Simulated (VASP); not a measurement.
Band structure of SrTe (rock salt). Computed with PBE GGA with D4 dispersion, VASP's PBE PAW potentials (set 64) (plane waves; VASP 6.6.1).

Unless said otherwise, spin-orbit coupling is left out, though it shifts the bands of the heavy elements here.

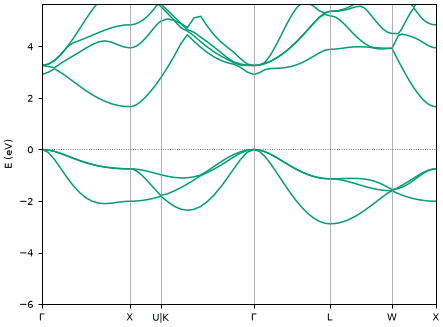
Figure. Bands along high-symmetry lines, zero at the valence-band maximum or, without a gap, the Fermi level

Read the plot: is there a gap, and where are the band edges?

The gap is indirect, 1.66 eV, from the valence maximum at Γ to the conduction minimum at X. (Edges off the drawn lines would not show.)

The compound is SrTe in the rock salt structure. It was relaxed first.
